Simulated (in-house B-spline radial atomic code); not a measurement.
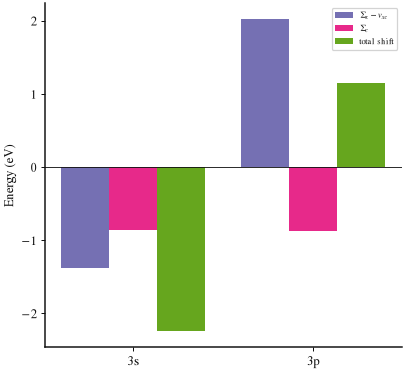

Parts of the G₀W₀ correction to each level for neutral magnesium ([Ne] 3s²). All-electron spherical atom, non-relativistic, PBE0 start, no spin-orbit coupling, Breit or QED terms; computed with a B-spline radial code. The quasi-particle equation is solved at full frequency; levels of low quasi-particle weight Z are left out.

**Give the quasi-particle levels and their parts.**

G₀W₀ moves the highest occupied level, 3s, from −5.43 to −7.67 eV (renormalisation factor Z = 0.86); the measured removal energy is 7.65 eV, so the error is +0.02 eV. The empty level 3p goes from −0.82 to 0.34 eV.

| Level | Mean field (eV) | Σx − vxc (eV) | Σc (eV) | Z | G₀W₀ (eV) |
| --- | --- | --- | --- | --- | --- |
| 3s | −5.43 | −1.38 | −0.86 | 0.86 | −7.67 |
| 3p | −0.82 | 2.02 | −0.87 | 0.91 | 0.34 |
